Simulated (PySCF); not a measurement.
Vertical excitations of a molecule C2H7AlO2 from TDA-PBE/def2-SVPD in PySCF, as energy in eV (oscillator strength): 5.58 (0.000), 5.63 (0.000), 5.67 (0.000), 6.11 (0.089), 6.16 (0.018), 6.32 (0.013), 6.33 (0.007), 6.50 (0.050), 6.68 (0.000), 6.69 (0.082). Lowest triplet (TDA): 5.39 eV. Geometry optimised at B3LYP-D3(BJ)/def2-SVP. Other conformers were not sampled.

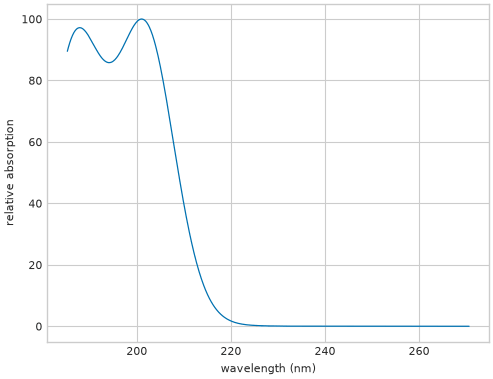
Figure: The lines broadened by 0.4 eV.

Q: Which structure fits?
A. CC[O][AlH][OH]
B. C[O][AlH][O]C
C. C[CH2][Al]([OH])[OH]
D. C[O][Al]([CH3])[OH]

A: B, C[O][AlH][O]C
